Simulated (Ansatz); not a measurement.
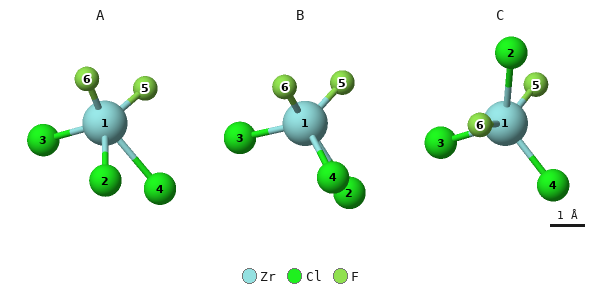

3 geometries from a converged minimum-energy path of ZrCl$_{3}$F$_{2}$ (multiplicity 2), shuffled. The picture is a ball-and-stick view, seen at a tilt.

Level of theory: UKS PBE-D4/def2-SVP (Ansatz 0.2.0). Settings: 5 movable images; climbing image; force threshold 0.03 eV/Å; iteration limit 60; starting path through a guess of the saddle point.

Q: Which of them lies highest in energy?

A: C. In order along the path, whose images run from 0 to 6: C (image 2, +0.70 eV), B (image 5, +0.01 eV), A (image 6, 0.00 eV). No bond forms or breaks between the ends. Among the angles between lasting bonds that change up to the highest image: Cl2–Zr1–Cl4 63.2° → 123.9°, Cl4–Zr1–F6 131.1° → 99.1°.

The run took 15 min on 4 threads of Arm Neoverse V1 (shared host), peak memory 0.3 GiB.
